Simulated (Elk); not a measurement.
**Bands of AlNi3 in the lowest magnetic state tried**

Aim: the bands and densities of states of AlNi3 in the lowest state of several starts.

Calculated with Elk 11.2.3 (patched build); PBE; all-electron APW+lo, Dirac cores, scalar-relativistic bands.

## (1) The starting structure

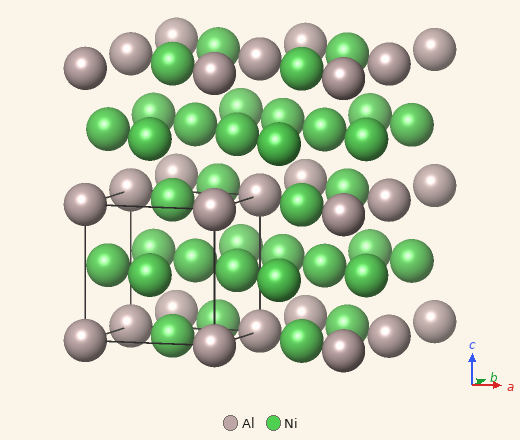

The cell as given, slightly off an axis (aluminium light grey, nickel green). 2×2×2 cells are drawn. Some periodic images of atoms are drawn too.

The cell comes from a database of computed structures and need not be the stable phase.

## (2) Ground-state run

Bands and densities of states are read from a converged potential, so the magnetic state comes first.

This is the lowest of the starts that converged (ferro +++).

Moments are seeded by fields in the spheres (the last three columns under atoms), set against the wanted direction and reduced each loop.

Input file elk.in:

```
tasks
  0
  33
  73

xctype
  20

reducebf
  0.5

epsengy
  1e-05

maxscl
  100

rgkmax
  7.0

nempty
  8

swidth
  0.003

lmaxi
  3

spinpol
  .true.

sppath
  './'

avec
  6.65760855553 0.00000000000 0.00000000000
  0.00000000000 6.65760855553 0.00000000000
  0.00000000000 0.00000000000 6.65760855553

atoms
  2
  'Al.in'
  1
  0.0000000000 0.0000000000 0.0000000000   0.000000 0.000000 0.000000
  'Ni.in'
  3
  0.0000000000 0.5000000000 0.5000000000   0.000000 0.000000 -0.030000
  0.5000000000 0.0000000000 0.5000000000   0.000000 0.000000 -0.030000
  0.5000000000 0.5000000000 0.0000000000   0.000000 0.000000 -0.030000

ngridk
  8 8 8

plot3d
  0 0 0
  1 0 0
  0 1 0
  0 0 1
  18 18 18
```

Launch:

```sh
$ OMP_NUM_THREADS=4 elk
```

Numbers of over 12 decimals in the logs are rounded to 6 here.

Log:

```text
Warning(init1): few empty states an atom for a second variation :    8.000000000
 they are its basis, with spin, DFT+U, afieldc (12 by default), in Hartree-Fock and RDMFT; 30 and more for pressures
Warning(gndstate): core states of species 1 leak from the muffin-tin :   0.4846482722E-03
Warning(gndstate): core states of species 2 leak from the muffin-tin :   0.4139346939E-03

--- INFO.OUT ---
┌─────────────────────────┐
│ Elk code version 11.2.3 │
└─────────────────────────┘

All units are atomic (Hartree, Bohr, etc.)

┌─────────────────────────────────────────────────┐
│ Ground-state run starting from atomic densities │
└─────────────────────────────────────────────────┘

Lattice vectors :
   6.657608556       0.000000000       0.000000000
   0.000000000       6.657608556       0.000000000
   0.000000000       0.000000000       6.657608556

Species : 1 (Al)
 parameters loaded from : Al.in
 name : aluminium
 nuclear charge    :   -13.00000000
 electronic charge :    13.00000000
 atomic mass :    49184.33496
 muffin-tin radius :    2.200000000
 number of radial points in muffin-tin :    793
 inner part over the whole radius :   0.9821194981E-02
 number on inner part of muffin-tin    :    552
 approximate nuclear radius :   0.5839653600E-04
 number of mesh points to nuclear radius :    244
 atomic positions (lattice), magnetic fields (Cartesian) :
  1 :   0.00000000  0.00000000  0.00000000    0.00000000  0.00000000  0.00000000

Species : 2 (Ni)
 parameters loaded from : Ni.in
 name : nickel
 nuclear charge    :   -28.00000000
 electronic charge :    28.00000000
 atomic mass :    106991.5231
 muffin-tin radius :    2.328820078
 number of radial points in muffin-tin :    993
 inner part over the whole radius :   0.9875947638E-02
 number on inner part of muffin-tin    :    700
 approximate nuclear radius :   0.7325707712E-04
 number of mesh points to nuclear radius :    335
 atomic positions (lattice), magnetic fields (Cartesian) :
  1 :   0.00000000  0.50000000  0.50000000    0.00000000  0.00000000 -0.03000000
  2 :   0.50000000  0.00000000  0.50000000    0.00000000  0.00000000 -0.03000000
  3 :   0.50000000  0.50000000  0.00000000    0.00000000  0.00000000 -0.03000000

Total number of atoms per unit cell :    4
Total muffin-tin volume :    203.3171288
 ratio of muffin-tin to unit cell volume :   0.6889999626

Spin treatment :
 spin-polarised
 global magnetic field (Cartesian) :    0.000000000       0.000000000       0.000000000
 collinear magnetisation in z-direction

Number of Bravais lattice symmetries :   48
Number of crystal symmetries         :   48
Crystal has inversion symmetry
Real symmetric eigensolver will be used

k-point grid :      8     8     8
k-point offset :    0.000000000       0.000000000       0.000000000
k-point set is reduced with full crystal symmetry group
Total number of k-points :       35

Muffin-tin radius times maximum |G+k| :    7.000000000
 using average radius
Maximum |G+k| for APW functions       :    3.047963991
Maximum (1/2)|G+k|²                   :    4.645042246
Maximum |G| for potential and density :    12.00000000
Constant for pseudocharge density :    7
 order of it for each species :   14  14
 order of it for pair densities of each species (exact exchange by exxq0 0: 14) :    9  10
Radial integration step length :    1

G-vector grid sizes :     27    27    27
Number of G-vectors :     8601

Maximum angular momentum used for
 APW functions            :    8
 outer part of muffin-tin :    6
 inner part of muffin-tin :    3

Number of empty states         :     32
Total number of valence states :    122
Total number of core states    :     40

Third-order local-orbitals added for an l without core states : T
Total number of local-orbitals :     76

Exchange-correlation functional :     20     0     0
 Perdew-Burke-Ernzerhof, Phys. Rev. Lett. 77, 3865 (1996)
 gradient requirement :    1
 generalised gradient approximation (GGA)

Smearing type :    3
 Fermi-Dirac
Smearing width :   0.3000000000E-02
Effective electronic temperature (K) :    947.3250744

Mixing type :    3
 Broyden mixing, J. Phys. A: Math. Gen. 17, L317 (1984)

Kohn-Sham potential initialised from atomic data

┌──────────────────────────────┐
│ Self-consistent loop started │
└──────────────────────────────┘

┌─────────────────┐
│ Loop number : 1 │
└─────────────────┘

Energies :
 Fermi                       :     0.220025
 sum of occupied eigenvalues :     -2757.3702562221
 electron kinetic            :      4877.4693969436
 core electron kinetic       :      4340.5576044773
 Coulomb                     :     -9473.7632612398
 Coulomb potential           :     -7354.0953870402
 nuclear-nuclear             :     -838.53197100836
 electron-nuclear            :     -9947.9113932226
 Hartree                     :      1312.6801029911
 Madelung                    :     -5796.7155677197
 xc potential                :     -280.54964883643
 xc effective B-field        :    -0.77431148655944E-01
 external B-field            :      0.000000
 exchange                    :     -204.95323560108
 correlation                 :     -4.551088
 electron entropic           :    -0.34822435908870E-02
 total energy                :     -4805.8016697044
 (external B-field energy excluded from total)

Density of states at Fermi energy :    119.5751906
 (states/Hartree/unit cell)

Estimated indirect band gap :   0.3791610765E-03
 from k-point 19 to k-point 13
Estimated direct band gap   :   0.2217313060E-02
 at k-point 6

Charges :
 core                        :    40.00000000
 valence                     :    57.00000000
 interstitial                :    3.635602695
 muffin-tins (core leakage)
  species : 1 (Al)
   atom 1                    :    11.38100236     (  0.5161991732E-03)
  species : 2 (Ni)
   atom 1                    :    27.32779832     (  0.4140243280E-03)
   atom 2                    :    27.32779832     (  0.4140243280E-03)
   atom 3                    :    27.32779832     (  0.4140243280E-03)
 total in muffin-tins        :    93.36439730
 total calculated charge     :    96.99739786
 total charge                :    97.00000000
 error                       :   0.2602138809E-02

Moments :
 interstitial                :  -0.1894771765
 muffin-tins
  species : 1 (Al)
   atom 1                    :  -0.7497640861E-01
  species : 2 (Ni)
   atom 1                    :   0.9954026785
   atom 2                    :   0.9954026785
   atom 3                    :   0.9954026785
 total in muffin-tins        :    2.911231627
 total moment                :    2.721754450

[... earlier loops left out ...]

┌──────────────────┐
│ Loop number : 21 │
└──────────────────┘

Energies :
 Fermi                       :     0.308564
 sum of occupied eigenvalues :     -2746.4503013378
 electron kinetic            :      4878.8291780229
 core electron kinetic       :      4340.6283667914
 Coulomb                     :     -9474.6134082260
 Coulomb potential           :     -7353.1548918145
 nuclear-nuclear             :     -838.53197100836
 electron-nuclear            :     -9950.6473279969
 Hartree                     :      1314.5658907793
 Madelung                    :     -5798.0359623187
 xc potential                :     -272.12166467024
 xc effective B-field        :    -0.29228305008158E-02
 external B-field            :      0.000000
 exchange                    :     -205.03168032458
 correlation                 :     -4.552960
 electron entropic           :    -0.32235483783183E-02
 total energy                :     -4805.3720945383
 (external B-field energy excluded from total)

Density of states at Fermi energy :    109.5444432
 (states/Hartree/unit cell)

Estimated indirect band gap :   0.1774413654E-03
 from k-point 10 to k-point 34
Estimated direct band gap   :   0.1142541278E-02
 at k-point 1

Charges :
 core                        :    40.00000000
 valence                     :    57.00000000
 interstitial                :    3.561744932
 muffin-tins (core leakage)
  species : 1 (Al)
   atom 1                    :    11.41367140     (  0.4846482722E-03)
  species : 2 (Ni)
   atom 1                    :    27.34152789     (  0.4139346939E-03)
   atom 2                    :    27.34152789     (  0.4139346939E-03)
   atom 3                    :    27.34152789     (  0.4139346939E-03)
 total in muffin-tins        :    93.43825507
 total calculated charge     :    96.99748013
 total charge                :    97.00000000
 error                       :   0.2519872315E-02

Moments :
 interstitial                :  -0.2843460464E-01
 muffin-tins
  species : 1 (Al)
   atom 1                    :  -0.1164791863E-01
  species : 2 (Ni)
   atom 1                    :   0.1791272467
   atom 2                    :   0.1791272467
   atom 3                    :   0.1791272467
 total in muffin-tins        :   0.5257338215
 total moment                :   0.4972992169

┌──────────────────────────────┐
│ Self-consistent loop stopped │
└──────────────────────────────┘

Warning : core states of species 1 leak from the muffin-tin :   0.4846482722E-03

Warning : core states of species 2 leak from the muffin-tin :   0.4139346939E-03

Wrote STATE.OUT
```

The job ended after 1.8 min (4 threads of Arm Neoverse V2, shared host; peak memory 0.44 GiB; 6.9 min of CPU time).

Spin moment in the muffin-tin sphere by atom:

| atom | spin moment in the muffin-tin sphere (μB) |
| --- | --- |
| Al1 | -0.012 |
| Ni2 | 0.179 |
| Ni3 | 0.179 |
| Ni4 | 0.179 |

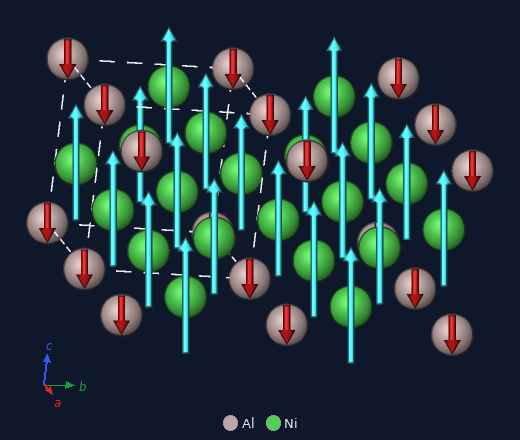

Spin moment in the muffin-tin sphere as arrows, the longest 0.179 μB. Up and down stand for the sign. Arrows give size and sign along the axis of quantisation, drawn up and down the page. Each arrow also spans its atom, so small moments look longer than they are. The two directions have two colours. 2×2×1 cells are drawn. Some periodic images of atoms are drawn too.

Read from the output:

```
density of states at the Fermi level : 4.026 states/eV/cell
moment between the spheres           : -0.02843 μB
magnetization                        : 0.4973 μB
final state                          : ferromagnetic
```

## (3) Bands and density of states

The potential is kept. Point names follow a standard table for this cell's lattice and can differ from other conventions. The density of states is interpolated from the levels on the mesh (so its value at the Fermi level can differ from the smeared one of the ground-state run), and the bands are solved anew along a path of special points.

Input file elk.in:

```
tasks
  10
  20
  15

xctype
  20

reducebf
  0.5

epsengy
  1e-05

maxscl
  100

rgkmax
  7.0

nempty
  8

swidth
  0.003

lmaxi
  3

spinpol
  .true.

sppath
  './'

avec
  6.65760855553 0.00000000000 0.00000000000
  0.00000000000 6.65760855553 0.00000000000
  0.00000000000 0.00000000000 6.65760855553

atoms
  2
  'Al.in'
  1
  0.0000000000 0.0000000000 0.0000000000   0.000000 0.000000 0.000000
  'Ni.in'
  3
  0.0000000000 0.5000000000 0.5000000000   0.000000 0.000000 -0.000030
  0.5000000000 0.0000000000 0.5000000000   0.000000 0.000000 -0.000030
  0.5000000000 0.5000000000 0.0000000000   0.000000 0.000000 -0.000030

ngridk
  8 8 8

wplot
  300 60 1
  -0.35000 0.25000

plot1d
  7 84
  0.00000000 0.00000000 0.00000000
  0.00000000 0.50000000 0.00000000
  0.50000000 0.50000000 0.00000000
  0.00000000 0.00000000 0.00000000
  0.50000000 0.50000000 0.50000000
  0.00000000 0.50000000 0.00000000
  0.50000000 0.50000000 0.50000000
```

Launch:

```sh
$ OMP_NUM_THREADS=4 elk
```

Log:

```text
┌─────────────────────────────────┐
│ Elk code version 11.2.3 started │
└─────────────────────────────────┘

Info(readinput): the functional depends on the density's gradient
 muffin-tin radial points multiplied by    2.00000
 (not where nrmtscf is given)

┌───────────────────┐
│ Current task : 10 │
└───────────────────┘
Info(checkmt): changed muffin-tin radius of species 2 (Ni) from   2.4000 to   2.3288

Info(writedos):
 Total density of states written to TDOS.OUT

 Partial density of states written to PDOS_Sss_Aaaaa.OUT
 for all species and atoms

 Spin-quantisation axis :    0.000000000       0.000000000       1.000000000

 Eigenvalues of a random matrix symmetrised with the site
 symmetries in the Yₗₘ basis written to ELMIREP.OUT for all
 species and atoms. Degenerate eigenvalues correspond to
 irreducible representations of each site symmetry group

 Interstitial density of states written to IDOS.OUT

 Fermi energy is at zero in plots

 DOS units are states/Hartree/unit cell

┌───────────────────┐
│ Current task : 20 │
└───────────────────┘

Info(bandstr):
 Band structure plot written to BAND.OUT

 Fermi energy is at zero in plot

 Vertex location lines written to BANDLINES.OUT

┌───────────────────┐
│ Current task : 15 │
└───────────────────┘

Warning(init1): few empty states an atom for a second variation :    8.000000000
 they are its basis, with spin, DFT+U, afieldc (12 by default), in Hartree-Fock and RDMFT; 30 and more for pressures

Info(writelsj):
 muffin-tin L, S and J expectation values written to LSJ.OUT

┌──────────────────┐
│ Elk code stopped │
└──────────────────┘
```

The job ended after 82 s (4 threads; peak memory 0.46 GiB).

Electronic bands along the path, in eV, zero at the Fermi level; # counts the bands kept:

| point | up #14 | up #15 | up #16 | up #17 | down #13 | down #14 | down #15 | down #17 |
| --- | --- | --- | --- | --- | --- | --- | --- | --- |
| Γ | 0.01 | 0.01 | 0.01 | 0.80 | -0.02 | 0.31 | 0.31 | 0.78 |
| X | -1.18 | -1.03 | -0.48 | 0.02 | -1.01 | -1.01 | -0.87 | 0.32 |
| M | -1.22 | -0.95 | -0.94 | -0.58 | -1.19 | -1.14 | -0.82 | -0.48 |
| Γ | 0.01 | 0.01 | 0.01 | 0.80 | -0.02 | 0.31 | 0.31 | 0.78 |
| R | -1.05 | -1.05 | -0.31 | -0.18 | -1.21 | -0.92 | -0.92 | 0.08 |
| X | -1.18 | -1.03 | -0.48 | 0.02 | -1.01 | -1.01 | -0.87 | 0.32 |
| R | -1.05 | -1.05 | -0.31 | -0.18 | -1.21 | -0.92 | -0.92 | 0.08 |

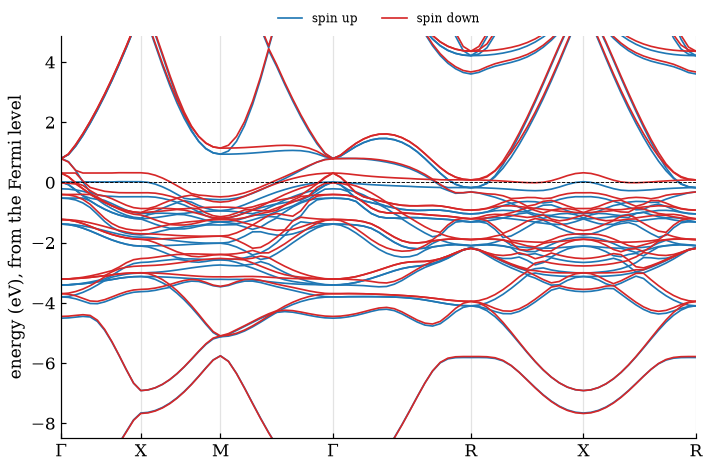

Electronic bands along the path; the two colours are the two spins.

The density of states has structure finer than the step of the table below, so its rows give means over 1 eV, whole bins alone (the curve runs from -9.52 to 6.75 eV). Peaks (eV: height): up -3.3: 5.48, -2.9: 4.32, -2.1: 6.12, -1.2: 7.70; down -3.2: 4.81, -2.7: 4.68, -2.0: 6.19, -0.9: 7.33; Al1 p up -4.0: 0.0804, -3.2: 0.194, -2.6: 0.0915, 1.4: 0.0841; Al1 p down -4.1: 0.083, -3.1: 0.224, -2.5: 0.105, 1.5: 0.0892; Ni2 d up -3.3: 1.36, -2.9: 1.18, -2.1: 1.79, -1.2: 2.43.

The density of states by energy, zero at the Fermi level; means over each step; values in states/eV/cell:

```csv
energy (eV),up,down,Al1 p up,Al1 p down,Ni2 d up,Ni2 d down
-9,0.167,0.168,0.00287,0.00287,7.6e-4,7.6e-4
-8,0.282,0.285,0.00647,0.00652,0.00323,0.00318
-7,0.322,0.319,0.00887,0.00883,0.00956,0.00919
-6,0.408,0.400,0.0222,0.0219,0.0266,0.0251
-5,0.765,0.715,0.0562,0.0552,0.0826,0.0704
-4,1.26,1.18,0.0592,0.0613,0.247,0.219
-3,3.84,3.48,0.109,0.111,0.994,0.880
-2,3.20,3.28,0.0370,0.0402,0.918,0.930
-1,5.08,4.89,0.0127,0.0148,1.57,1.50
0,1.69,2.24,0.0157,0.0141,0.476,0.653
1,0.662,0.559,0.0465,0.0358,0.138,0.126
2,0.657,0.756,0.0614,0.0658,0.103,0.131
3,0.437,0.464,0.0473,0.0490,0.0522,0.0595
4,0.308,0.295,0.0254,0.0263,0.0360,0.0354
5,0.619,0.608,0.0447,0.0434,0.0655,0.0678
6,0.622,0.641,0.0433,0.0460,0.0550,0.0590
```

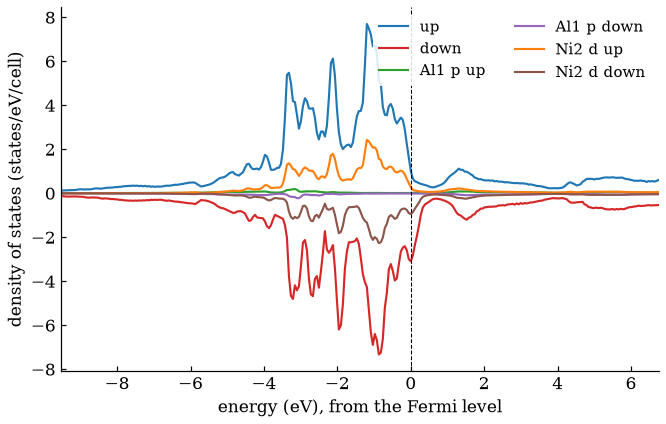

Density of states against energy. Down spins are drawn negative.

## (4) What came out

```json
{
 "state": "ferromagnetic",
 "largest moment": "0.179 μB"
}
```

**Reading.** Right at the Fermi level (the table gives means over its steps) the density of states is 1.0 states/eV a cell for spin up and 3.1 for spin down. Within the window shown, the centres of the Ni2 d states of the two spins lie 0.18 eV apart, a rough measure of the splitting of the spins. The state is the lowest of the starts that converged. These are Kohn–Sham levels without spin–orbit coupling.

[Logs and program files are shortened in this print: banners, set-up blocks, solver, clock and traceback lines can be left out without a mark of their own.]

[Logs are printed without paths, hosts, clocks, repeated set-up lines and the standing remarks that a program may print on its own settings, such as how far it seeks lower states.]

[Hosts, paths, dates, database ids (printed as entryN), source tags and the programs' standing remarks are cut or masked in the printed files.]

[Where a cell is said to come from a database of computed structures, the database is the Materials Project.]
